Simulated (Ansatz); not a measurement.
# [PH2]− (phosphanide): levels of theory compared

We compute a comparison of 6 runs (UPBE0/3-21G, B2PLYP/6-31G*, B3LYP/6-31G*, wB97X/6-31G*, MP2/3-21G, UMP2/3-21G) of [PH2]− (phosphanide). 

Program for the calculation: Ansatz 0.2.0.

2 further runs of the same task are left out: 2 that didn't finish.

### 1 The system as given

[PH2]−: 3 atoms, total charge -1, spin state singlet. As SMILES, `[PH2-]`. The H2–P1 distance was set to 2.018 Å, away from the relaxed value. At this shape a bond of the SMILES string is far longer than usual.

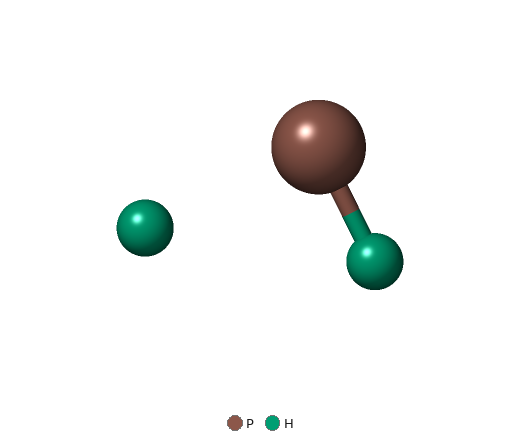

Viewed from a chosen angle; phosphorus brown, hydrogen teal.

### 2 The energy at UPBE0/3-21G (run 1)

The input, molecule.yaml:

```yaml
crystal:
  periodic: [false, false, false]
  atoms:
    - {symbol: P, position_ang: [0.695579, -0.935462, 0.285009]}
    - {symbol: H, position_ang: [0.105590, 0.990220, 0.165130]}
    - {symbol: H, position_ang: [-0.407841, -1.338532, -0.370221]}
basis:
  gaussian: {orbitals: 3-21G.json}
total_charge: -1
magnetization: {spin_polarized: true}
hamiltonian: {xc: {name: PBE0}}
accuracy: high
```

The basis set 3-21G is read from a file made from the Basis Set Exchange's data (not shown).

On the command line:

```sh
ansatz run molecule.yaml --threads 1 --pin off --max-ram 2610MiB --events-out events.jsonl --progress --plain --runs-dir runs
```

The log of the run:

```text
Warning: RAYON_NUM_THREADS=1 ignored (pool sized by the plan → 1); use --threads N
Functional definition: PBE0
  name "PBE0"
  parameter a = 0.25
  parameter kappa = 0.804
  parameter beta = 0.06672455060314922
  exchange = (1 - a)*pbe_x(kappa = kappa, mu = beta*pi^2/3) + a*exact_x
  correlation = pbe_c(beta = beta)
319 factors; integrals over basis functions are off by at most 2.2e-9 eV
mean field evaluation 1: about -9267.7533 eV, gradient 5.1e0 eV
mean field evaluation 2: about -9267.7689 eV, gradient 4.5e0 eV
mean field evaluation 4: about -9267.9424 eV, gradient 2.8e-2 eV
mean field evaluation 8: about -9267.9369 eV, gradient 8.2e-5 eV
mean field evaluation 16: about -9266.7543 eV, gradient 4.6e0 eV
mean field -9267.93685183 eV, -340.5903972715 hartree, gradient 7.9e-9 eV, S^2 0.000000; 1 other end points of the search recorded, 0 dependent functions left out
reference -9267.93685314 eV, -340.5903973195 hartree; 9, 9 occupied and 8, 8 virtual orbitals, 319 factors
Total energy: -9267.93685314 eV, -340.5903973195 hartree
```

Run time: 0.85 s. Hardware: 1 thread of Arm Neoverse V1, shared host; peak memory 0.097 GiB.

### 3 A single-point energy at B2PLYP/6-31G(d) (spherical functions) (run 2)

The input, in.yaml:

```yaml
crystal:
  periodic: [false, false, false]
  atoms:
    - {symbol: P, position_ang: [0.695579, -0.935462, 0.285009]}
    - {symbol: H, position_ang: [0.105590, 0.990220, 0.165130]}
    - {symbol: H, position_ang: [-0.407841, -1.338532, -0.370221]}
basis:
  gaussian:
    orbitals: 6-31G_st_-spherical.json
total_charge: -1
hamiltonian:
  xc: {name: B2PLYP}
correlation:
  frozen_orbitals: {H: 0, P: 5}
accuracy: high
```

The basis set 6-31G* is read from a file made from the Basis Set Exchange's data (not shown).

On the command line:

```sh
ansatz run in.yaml --threads 1 --pin off --max-ram 2610MiB --events-out events.jsonl --progress --plain --runs-dir runs
```

The log of the run, shortened:

```text
Warning: RAYON_NUM_THREADS=1 ignored (pool sized by the plan → 1); use --threads N
Functional definition: B2PLYP
  name "B2PLYP"
[...]
383 factors; integrals over basis functions are off by at most 3.4e-9 eV
[...]
mean field -9313.45781440 eV, -342.2632617907 hartree, gradient 9.6e-9 eV, S^2 0.000000; 0 other end points of the search recorded, 0 dependent functions left out
5 core orbitals not correlated: weight in the atoms' cores, before any rotation towards them, 1.000 or more for the frozen orbitals, at most 0.000 for the correlated occupied ones
reference -9313.45783153 eV, -342.2632624204 hartree; 4, 4 occupied and 13, 13 virtual orbitals, 383 factors
second order -3.66224697 eV of doubles, -0.00000000 eV of singles
Total energy: -9314.44663822 eV, -342.2996003958 hartree
```

It took 0.95 s on 1 thread of Arm Neoverse V1, shared host.

Runs 3 to 5 aren't shown in full; the table further down has their settings and results.

### 4 The energy at UMP2/3-21G (run 6)

Changes to in.yaml since step 3:

```diff
@@ -8,7 +8,8 @@
   gaussian:
-    orbitals: 6-31G_st_-spherical.json
+    orbitals: 3-21G.json
 total_charge: -1
-hamiltonian:
-  xc: {name: B2PLYP}
+magnetization:
+  spin_polarized: true
 correlation:
+  method: mp2
   frozen_orbitals: {H: 0, P: 5}
```

The basis set 3-21G is read from a file made from the Basis Set Exchange's data (not shown).

On the command line:

```sh
ansatz run in.yaml --threads 1 --pin off --max-ram 2610MiB --events-out events.jsonl --progress --plain --runs-dir runs
```

The log of the run:

```text
Warning: RAYON_NUM_THREADS=1 ignored (pool sized by the plan → 1); use --threads N
Functional definition: HF
  name "HF"
  exchange = exact_x
  correlation = 0
319 factors; integrals over basis functions are off by at most 2.2e-9 eV
mean field evaluation 1: about -9253.1345 eV, gradient 6.3e0 eV
mean field evaluation 2: about -9253.1366 eV, gradient 6.3e0 eV
mean field evaluation 4: about -9253.5403 eV, gradient 3.6e-1 eV
mean field evaluation 8: about -9253.5417 eV, gradient 2.2e-6 eV
mean field evaluation 16: about -9253.5454 eV, gradient 1.6e-1 eV
mean field evaluation 32: about -9253.5071 eV, gradient 5.6e-1 eV
mean field -9253.54690859 eV, -340.0615766114 hartree, gradient 5.3e-8 eV, S^2 0.085184; 5 other end points of the search recorded, 0 dependent functions left out
5 core orbitals not correlated: weight in the atoms' cores, before any rotation towards them, 1.000 or more for the frozen orbitals, at most 0.000 for the correlated occupied ones
reference -9253.54690859 eV, -340.0615766114 hartree; 4, 4 occupied and 8, 8 virtual orbitals, 319 factors
second order -1.58286273 eV of doubles, -0.00000000 eV of singles
Total energy: -9255.12977132 eV, -340.1197457437 hartree
```

Wall time 0.16 s (1 thread of Arm Neoverse V1, shared host).

### 5 The series

```tsv
run	level	frozen core orbitals	energy (Eh)	wall time
1	UPBE0/3-21G	–	-340.590397	0.85 s
2	B2PLYP/6-31G* (spherical functions)	5	-342.299600	0.95 s
3	B3LYP/6-31G* (spherical functions)	–	-342.476521	0.68 s
4	wB97X/6-31G* (spherical functions)	–	-342.442571	3.3 s
5	MP2/3-21G	5	-340.122419	0.1 s
6	UMP2/3-21G	5	-340.119746	0.16 s
```

### 6 Results

| quantity | value |
| --- | --- |
| run 6: total energy | -340.11975 Eh |
| run 6: correlation energy (5 core orbitals frozen) | -58.2 mEh |
| run 6: ⟨S²⟩ of the reference determinant | 0.085 |

In words: Totals of different functionals can't be ranked against each other. In run 5 the log says that unrestricted orbitals would lower the reference, so the values rest on an unstable closed-shell determinant (other closed-shell runs at this shape may share the fault). All runs together took 6.1 s, the longest 3.3 s.
